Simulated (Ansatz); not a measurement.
# CH₄Ga+ (singlet): correlated methods under varied settings

What do other methods and options give for CH₄Ga+ (singlet) at this geometry, and how long do they take?

Method: the settings change from run to run; program: Ansatz 0.2.0, Gaussian basis.

20 further runs of the same task are left out: 1 for a known fault of the program, 10 that didn't finish, 9 set aside as unsound or not needed. Runs told in other sessions of the task aren't counted.

### 1 The system

The geometry is a PBE0/def2-TZVP stationary point (not a proven minimum) of the parent state, kept for this charge and spin. No spin-orbit coupling is included. The filled d shell of Ga may be among the frozen orbitals whatever the setting's name suggests.

6 atoms, charge 1, spin multiplicity 1.

Atoms are counted from 1 here; the program's logs count them from 0.

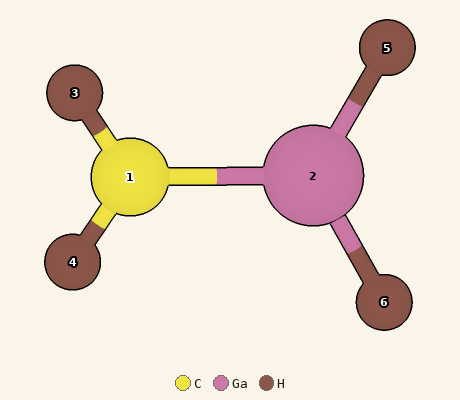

The geometry (carbon yellow, gallium pink, hydrogen brown); atoms are numbered from 1 in the order of the file.

As a file:

```xyz
6
CH4Ga
C     0.00000    0.00000    1.62409
Ga    0.00000    0.00000   -0.31277
H     0.00000    0.90881    2.22120
H     0.00000   -0.90881    2.22120
H     0.00000    1.36766   -1.07999
H     0.00000   -1.36766   -1.07999
```

### 2 CCSD(T) on RHF/cc-pVDZ

in.yaml reads:

```yaml
crystal:
  periodic: [false, false, false]
  atoms:
    - {symbol: C, position_ang: [0.000000, 0.000000, 1.624086]}
    - {symbol: Ga, position_ang: [0.000000, 0.000000, -0.312766]}
    - {symbol: H, position_ang: [0.000000, 0.908809, 2.221201]}
    - {symbol: H, position_ang: [0.000000, -0.908809, 2.221201]}
    - {symbol: H, position_ang: [0.000000, 1.367663, -1.079987]}
    - {symbol: H, position_ang: [0.000000, -1.367663, -1.079987]}
basis:
  gaussian: {orbitals: cc-pVDZ}
total_charge: 1
magnetization: {spin_polarized: false}
correlation: {method: ccsd_t, electrons: outside_noble_gas}
accuracy: high
output: {forces: true}
```

Run with:

```sh
> ansatz run in.yaml --threads 1 --pin off --events-out ev --progress --plain --max-ram 2393MiB
```

Log, shortened:

```text
Functional definition: HF
  name "HF"
  cite "Fock, Z. Phys. 61, 126 (1930) doi:10.1007/BF01340294"
  parent pbe
[...]
1369 factors; integrals over basis functions are off by at most 4.4e-9 eV
[...]
mean field -53416.71198756 eV, -1963.0279583951 hartree, gradient 2.4e-8 eV, S^2 0.000000; 0 other end points of the search recorded, 0 dependent functions left out
15 core orbitals not correlated: weight in the atoms' cores, before any rotation towards them, 0.990 or more for the frozen orbitals, at most 0.010 for the correlated occupied ones
reference -53416.71198756 eV, -1963.0279583951 hartree; 5, 5 occupied and 41, 41 virtual orbitals, 1369 factors
second order -4.37722015 eV of doubles, -0.00000000 eV of singles
cycle   1  -5.15338988 eV  change   -7.8e-1 eV  update   6.0e-2
[...]
cycle  22  -5.44560658 eV  change  -1.5e-10 eV  update  9.9e-10
perturbative correction -0.09438339 eV, -0.0034685255 hartree
[...]
Total energy: -53422.25197753 eV, -1963.2315492712 hartree
Atom 0 at     0.000000     0.000000     1.624086 Å, force    -0.000000     0.000000     2.087184 eV/Å
Atom 1 at     0.000000     0.000000    -0.312766 Å, force    -0.000000     0.000000    -4.161096 eV/Å
Atom 2 at     0.000000     0.908809     2.221201 Å, force     0.000000     0.566909     0.605982 eV/Å
Atom 3 at     0.000000    -0.908809     2.221201 Å, force     0.000000    -0.566909     0.605982 eV/Å
Atom 4 at     0.000000     1.367663    -1.079987 Å, force     0.000000     0.113629     0.430974 eV/Å
Atom 5 at     0.000000    -1.367663    -1.079987 Å, force     0.000000    -0.113629     0.430974 eV/Å
Dipole moment:    -0.000000     0.000000     1.195639 e Å
```

It took 7 s on 1 thread of Arm Neoverse V1, shared host; peak memory 0.25 GiB.

From the report: correlation -5.5400 eV; T1 0.008; largest double amplitude 0.05.

### 3 HF/def2-mTZVP

Edit in.yaml of step 2 so:

```diff
@@ -10,7 +10,6 @@
 basis:
-  gaussian: {orbitals: cc-pVDZ}
+  gaussian: {orbitals: def2-mTZVP}
 total_charge: 1
-magnetization: {spin_polarized: false}
-correlation: {method: ccsd_t, electrons: outside_noble_gas}
-accuracy: high
-output: {forces: true}
+magnetization: {spin_polarized: true, initial_magnetization: 0}
+hamiltonian: {xc: hf}
+output: {orbitals: {seedname: orbitals}}
```

Launched as before.

Log:

```text
Functional definition: HF
  name "HF"
  cite "Fock, Z. Phys. 61, 126 (1930) doi:10.1007/BF01340294"
  parent pbe
  exchange = exact_x
  correlation = 0
650 factors; integrals over basis functions are off by at most 1.1e-3 eV
mean field evaluation 1: about -53391.8025 eV, gradient 4.7e1 eV
mean field evaluation 2: about -53391.8073 eV, gradient 4.7e1 eV
mean field evaluation 4: about -53415.1800 eV, gradient 1.8e1 eV
mean field evaluation 8: about -53417.7105 eV, gradient 2.3e-1 eV
mean field evaluation 16: about -53404.3878 eV, gradient 1.3e1 eV
mean field evaluation 32: about -53416.7698 eV, gradient 5.2e0 eV
mean field evaluation 64: about -53415.9899 eV, gradient 3.0e0 eV
mean field evaluation 96: about -53408.2829 eV, gradient 4.3e0 eV
mean field -53417.70960344 eV, -1963.0646201023 hartree, gradient 1.3e-5 eV, S^2 0.000000; 2 other end points of the search recorded, 0 dependent functions left out
reference -53417.70960344 eV, -1963.0646201023 hartree; 20, 20 occupied and 47, 47 virtual orbitals, 650 factors
Total energy: -53417.70960344 eV, -1963.0646201023 hartree
```

Wall time 2.7 s (1 thread of Arm Neoverse V1, shared host).

From the report: ⟨S²⟩ of the determinant 0.000 (pure singlet: 0.00).

### 4 BCCD(T) on RHF/cc-pVDZ

Edit in.yaml of step 3 so:

```diff
@@ -10,6 +10,6 @@
 basis:
-  gaussian: {orbitals: def2-mTZVP}
+  gaussian: {orbitals: cc-pVDZ}
 total_charge: 1
-magnetization: {spin_polarized: true, initial_magnetization: 0}
-hamiltonian: {xc: hf}
-output: {orbitals: {seedname: orbitals}}
+magnetization: {spin_polarized: false}
+correlation: {method: bccd_t, electrons: outside_noble_gas}
+accuracy: high
```

Same command.

Log, shortened:

```text
Functional definition: HF
  name "HF"
  cite "Fock, Z. Phys. 61, 126 (1930) doi:10.1007/BF01340294"
  parent pbe
[...]
1369 factors; integrals over basis functions are off by at most 4.4e-9 eV
[...]
mean field -53416.71198756 eV, -1963.0279583951 hartree, gradient 2.4e-8 eV, S^2 0.000000; 0 other end points of the search recorded, 0 dependent functions left out
15 core orbitals not correlated: weight in the atoms' cores, before any rotation towards them, 0.990 or more for the frozen orbitals, at most 0.010 for the correlated occupied ones
reference -53416.71198756 eV, -1963.0279583951 hartree; 5, 5 occupied and 41, 41 virtual orbitals, 1369 factors
second order -4.37722015 eV of doubles, -0.00000000 eV of singles
cycle   1  -5.15903595 eV  change   -7.8e-1 eV  update   6.0e-2
[...]
cycle  22  -5.44388772 eV  change   9.5e-11 eV  update  4.9e-10
perturbative correction -0.09646594 eV, -0.0035450580 hartree
Total energy: -53422.25234122 eV, -1963.2315626368 hartree
```

Wall time 3 s (1 thread of Arm Neoverse V1, shared host).

From the report: correlation -5.5404 eV; largest double amplitude 0.05.

### 5 CCSD on RHF/cc-pVDZ

Edit in.yaml of step 4 so:

```diff
@@ -13,3 +13,3 @@
 magnetization: {spin_polarized: false}
-correlation: {method: bccd_t, electrons: outside_noble_gas}
-accuracy: high
+correlation: {method: ccsd, electrons: all}
+output: {forces: true}
```

The command is unchanged.

Log, shortened:

```text
Functional definition: HF
  name "HF"
  cite "Fock, Z. Phys. 61, 126 (1930) doi:10.1007/BF01340294"
  parent pbe
[...]
627 factors; integrals over basis functions are off by at most 1.2e-3 eV
[...]
mean field -53416.71180901 eV, -1963.0279518333 hartree, gradient 9.8e-7 eV, S^2 0.000000; 0 other end points of the search recorded, 0 dependent functions left out
reference -53416.71180901 eV, -1963.0279518333 hartree; 20, 20 occupied and 41, 41 virtual orbitals, 627 factors
second order -5.27345788 eV of doubles, -0.00000000 eV of singles
cycle   1  -5.98755214 eV  change   -7.1e-1 eV  update   6.8e-2
[...]
cycle  11  -6.32305980 eV  change   -5.7e-7 eV  update   3.0e-6
[...]
Total energy: -53423.03486880 eV, -1963.2603199948 hartree
Atom 0 at     0.000000     0.000000     1.624086 Å, force    -0.000000     0.000000     1.923648 eV/Å
Atom 1 at     0.000000     0.000000    -0.312766 Å, force     0.000000     0.000000    -4.102947 eV/Å
Atom 2 at     0.000000     0.908809     2.221201 Å, force     0.000000     0.510679     0.561863 eV/Å
Atom 3 at     0.000000    -0.908809     2.221201 Å, force    -0.000000    -0.510679     0.561863 eV/Å
Atom 4 at     0.000000     1.367663    -1.079987 Å, force     0.000000    -0.061682     0.527787 eV/Å
Atom 5 at     0.000000    -1.367663    -1.079987 Å, force    -0.000000     0.061682     0.527787 eV/Å
Dipole moment:     0.000000    -0.000000     1.200015 e Å
```

Wall time 9.5 s (1 thread of Arm Neoverse V1, shared host).

From the report: correlation -6.3231 eV; T1 0.005; largest double amplitude 0.05.

### 6 HF/cc-pVDZ

Edit in.yaml of step 5 so:

```diff
@@ -12,4 +12,5 @@
 total_charge: 1
-magnetization: {spin_polarized: false}
-correlation: {method: ccsd, electrons: all}
-output: {forces: true}
+magnetization: {spin_polarized: true, initial_magnetization: 0}
+hamiltonian: {xc: hf, pseudopotentials: {relativity: scalar}}
+accuracy: high
+output: {orbitals: {seedname: orbitals}}
```

The command is unchanged.

Log:

```text
Functional definition: HF
  name "HF"
  cite "Fock, Z. Phys. 61, 126 (1930) doi:10.1007/BF01340294"
  parent pbe
  exchange = exact_x
  correlation = 0
1365 factors; integrals over basis functions are off by at most 4.4e-9 eV
mean field evaluation 1: about -53825.5782 eV, gradient 9.0e0 eV
mean field evaluation 2: about -53825.6109 eV, gradient 9.0e0 eV
mean field evaluation 4: about -53826.2536 eV, gradient 4.8e-1 eV
mean field evaluation 8: about -53826.2556 eV, gradient 3.7e-5 eV
mean field evaluation 16: about -53820.1410 eV, gradient 1.5e1 eV
mean field evaluation 32: about -53826.1401 eV, gradient 1.1e0 eV
mean field -53826.25561343 eV, -1978.0784090471 hartree, gradient 1.0e-8 eV, S^2 0.000000; 0 other end points of the search recorded, 0 dependent functions left out
reference -53826.25561343 eV, -1978.0784090471 hartree; 20, 20 occupied and 41, 41 virtual orbitals, 1365 factors
Total energy: -53826.25561343 eV, -1978.0784090471 hartree
Relativity: scalar
```

It took 2.4 s on 1 thread of Arm Neoverse V1, shared host.

From the report: ⟨S²⟩ of the determinant 0.000 (pure singlet: 0.00).

### 7 MP2 on RHF/cc-pVDZ

Edit in.yaml of step 6 so:

```diff
@@ -12,5 +12,4 @@
 total_charge: 1
-magnetization: {spin_polarized: true, initial_magnetization: 0}
-hamiltonian: {xc: hf, pseudopotentials: {relativity: scalar}}
-accuracy: high
-output: {orbitals: {seedname: orbitals}}
+magnetization: {spin_polarized: false}
+correlation: {method: mp2, electrons: outside_noble_gas}
+scf: {lower_state_search: off}
```

The command is unchanged.

Log, shortened:

```text
Functional definition: HF
  name "HF"
  cite "Fock, Z. Phys. 61, 126 (1930) doi:10.1007/BF01340294"
  parent pbe
[...]
627 factors; integrals over basis functions are off by at most 1.2e-3 eV
[...]
mean field -53416.71180901 eV, -1963.0279518333 hartree, gradient 9.8e-7 eV, S^2 0.000000; 0 other end points of the search recorded, 0 dependent functions left out
15 core orbitals not correlated: weight in the atoms' cores, before any rotation towards them, 0.990 or more for the frozen orbitals, at most 0.010 for the correlated occupied ones
reference -53416.71180901 eV, -1963.0279518333 hartree; 5, 5 occupied and 41, 41 virtual orbitals, 627 factors
second order -4.37717155 eV of doubles, -0.00000000 eV of singles
Total energy: -53421.08898056 eV, -1963.1888099209 hartree
Checks for a lower state left out: stability, starts, cluster_reference, orbital_swaps, neighbouring_geometries, increment
```

Run time: 0.51 s. Hardware: 1 thread of Arm Neoverse V1, shared host.

### 8 CCSD(T) on UHF/def2-mTZVP

Edit in.yaml of step 7 so:

```diff
@@ -10,6 +10,5 @@
 basis:
-  gaussian: {orbitals: cc-pVDZ}
+  gaussian: {orbitals: def2-mTZVP}
 total_charge: 1
-magnetization: {spin_polarized: false}
-correlation: {method: mp2, electrons: outside_noble_gas}
-scf: {lower_state_search: off}
+magnetization: {spin_polarized: true, initial_magnetization: 0}
+correlation: {method: ccsd_t, electrons: outside_noble_gas}
```

Same command.

Log, shortened:

```text
Functional definition: HF
  name "HF"
  cite "Fock, Z. Phys. 61, 126 (1930) doi:10.1007/BF01340294"
  parent pbe
[...]
650 factors; integrals over basis functions are off by at most 1.1e-3 eV
[...]
mean field -53417.70960344 eV, -1963.0646201023 hartree, gradient 2.2e-6 eV, S^2 0.000000; 7 other end points of the search recorded, 0 dependent functions left out
determinant -53417.70960344 eV, -1963.0646201023 hartree, with singles and doubles -53422.66562094 eV, -1963.2467503863 hartree
determinant -53416.13218326 eV, -1963.0066509800 hartree, with singles and doubles -53421.21056338 eV, -1963.1932780071 hartree
determinant -53415.72649347 eV, -1962.9917421551 hartree, with singles and doubles -53420.84163578 eV, -1963.1797201678 hartree
determinant -53406.35089465 eV, -1962.6471952536 hartree, with no singles and doubles
determinant -53417.70960344 eV, -1963.0646201023 hartree, with singles and doubles -53422.65022665 eV, -1963.2461846565 hartree
determinant -53416.13218326 eV, -1963.0066509800 hartree, with singles and doubles -53421.20749670 eV, -1963.1931653088 hartree
determinant -53415.72649347 eV, -1962.9917421551 hartree, with singles and doubles -53420.83425373 eV, -1963.1794488826 hartree
15 core orbitals not correlated: weight in the atoms' cores, before any rotation towards them, 0.988 or more for the frozen orbitals, at most 0.013 for the correlated occupied ones
reference -53417.70960344 eV, -1963.0646201023 hartree; 5, 5 occupied and 47, 47 virtual orbitals, 650 factors
second order -3.99740215 eV of doubles, -0.00000000 eV of singles
cycle   1  -4.94068402 eV  change   -6.1e-5 eV  update   5.6e-4
[...]
cycle   7  -4.94082844 eV  change   -1.2e-6 eV  update   7.6e-7
perturbative correction -0.10133434 eV, -0.0037239684 hartree
Total energy: -53422.75176622 eV, -1963.2499161667 hartree
```

Run time: 12 s. Hardware: 1 thread of Arm Neoverse V1, shared host.

From the report: ⟨S²⟩ of the determinant 0.000 (pure singlet: 0.00); correlation -5.0422 eV; T1 0.010; largest double amplitude 0.05.

### 9 BCCD on RHF/6-31G

Edit in.yaml of step 8 so:

```diff
@@ -10,5 +10,5 @@
 basis:
-  gaussian: {orbitals: def2-mTZVP}
+  gaussian: {orbitals: 6-31G, fitting: {mean_field: def2-universal-jkfit}, point_charges: [{charge: 0.50, position_ang: [4.557, 0.032, 0.022]}]}
 total_charge: 1
-magnetization: {spin_polarized: true, initial_magnetization: 0}
-correlation: {method: ccsd_t, electrons: outside_noble_gas}
+magnetization: {spin_polarized: false}
+correlation: {method: bccd, electrons: all}
```

Launched as before.

Log, shortened:

```text
Functional definition: HF
  name "HF"
  cite "Fock, Z. Phys. 61, 126 (1930) doi:10.1007/BF01340294"
  parent pbe
[...]
413 factors; integrals over basis functions are off by at most 8.3e-2 eV
[...]
mean field -53406.54860413 eV, -1962.6544609429 hartree, gradient 1.5e-6 eV, S^2 0.000000; 0 other end points of the search recorded, 0 dependent functions left out
reference -53406.54860413 eV, -1962.6544609429 hartree; 20, 20 occupied and 26, 26 virtual orbitals, 413 factors
second order -8.74409598 eV of doubles, -0.00000000 eV of singles
cycle   1  -8.35356047 eV  change    3.9e-1 eV  update   7.3e-2
[...]
cycle  11  -8.81970440 eV  change   -1.6e-5 eV  update   2.1e-5
Total energy: -53415.36830853 eV, -1962.9785791013 hartree
```

Wall time 1.6 s (1 thread of Arm Neoverse V1, shared host).

From the report: correlation -8.8197 eV; largest double amplitude 0.06.

### 10 NEVPT2(6,5)/6-31G

Edit in.yaml of step 9 so:

```diff
@@ -10,5 +10,4 @@
 basis:
-  gaussian: {orbitals: 6-31G, fitting: {mean_field: def2-universal-jkfit}, point_charges: [{charge: 0.50, position_ang: [4.557, 0.032, 0.022]}]}
+  gaussian: {orbitals: 6-31G, fitting: {mean_field: def2-universal-jkfit}}
 total_charge: 1
-magnetization: {spin_polarized: false}
-correlation: {method: bccd, electrons: all}
+correlation: {method: sc_nevpt2, electrons: valence, active_space: {window: {electrons: 6, orbitals: 5}, states: [{multiplicity: 1, weights: [1, 1, 1]}]}}
```

Launched as before.

Log, shortened:

```text
Functional definition: HF
  name "HF"
  cite "Fock, Z. Phys. 61, 126 (1930) doi:10.1007/BF01340294"
  parent pbe
[...]
413 factors; integrals over basis functions are off by at most 8.3e-2 eV
[...]
mean field -53408.10511986 eV, -1962.7116618412 hartree, gradient 6.0e-7 eV, S^2 0.000000; 0 other end points of the search recorded, 0 dependent functions left out
reference -53408.10511986 eV, -1962.7116618412 hartree; 20, 20 occupied and 26, 26 virtual orbitals, 413 factors
state -53408.28666745 eV, -1962.7183335917 hartree
state -53406.17540267 eV, -1962.6407460423 hartree
state -53405.54838954 eV, -1962.6177037347 hartree
state -53408.28666745 eV, -1962.7183335917 hartree; corrected -53415.46141547 eV, -1962.9820007185 hartree
state -53406.17540267 eV, -1962.6407460423 hartree; corrected -53413.98782549 eV, -1962.9278472854 hartree
state -53405.54838954 eV, -1962.6177037347 hartree; corrected -53413.23855179 eV, -1962.9003119848 hartree
Total energy: -53414.22926425 eV, -1962.9367199962 hartree
```

It took 2 s on 1 thread of Arm Neoverse V1, shared host.

From the report: 52 determinants; active occupations (of the averaged states) 1.99, 1.66, 1.63, 0.67, 0.04.

### 11 All runs side by side

Where basis and cores are those of an earlier RCCSDT(Q)/cc-pVDZ run (-53422.2768 eV), and the records show the same count of frozen orbitals and kind of state, the miss against it is given; a blank cell means that this couldn't be shown.

```csv
level,correlated,functions,energy (eV),from RCCSDT(Q) (meV),time
CCSD(T) on RHF/cc-pVDZ,outside noble gas,61,-53422.2520,24.8,7 s
HF/def2-mTZVP,,67,-53417.7096,,2.7 s
BCCD(T) on RHF/cc-pVDZ,outside noble gas,61,-53422.2523,24.5,3 s
CCSD on RHF/cc-pVDZ,all,61,-53423.0349,,9.5 s
HF/cc-pVDZ (relativity set),,61,-53826.2556,,2.4 s
MP2 on RHF/cc-pVDZ,outside noble gas,61,-53421.0890,1187.8,0.51 s
CCSD(T) on UHF/def2-mTZVP,outside noble gas,67,-53422.7518,,12 s
BCCD on RHF/6-31G (beside a point charge),all,46,-53415.3683,,1.6 s
"NEVPT2(6,5)/6-31G (mean of several states)",valence,46,-53414.2293,,2 s
```

### 12 Summary of results

| quantity | value |
| --- | --- |
| runs | 9 |
| quickest | MP2 on RHF/cc-pVDZ, 0.51 s |
| slowest | CCSD(T) on UHF/def2-mTZVP, 12 s |

Total energies in different bases, with other cores or another treatment of relativity can't be set against each other. «valence» and «outside noble gas» are the program's key words; the logs give how many orbitals each freezes, and for Ga to Kr the 3d shell needn't follow the word's plain sense. CCSD(T) on UHF/def2-mTZVP took 23 times as long as MP2 on RHF/cc-pVDZ; the jobs differ in more than the method. Among the correlated runs with a miss given, it spans +24 to +1188 meV.
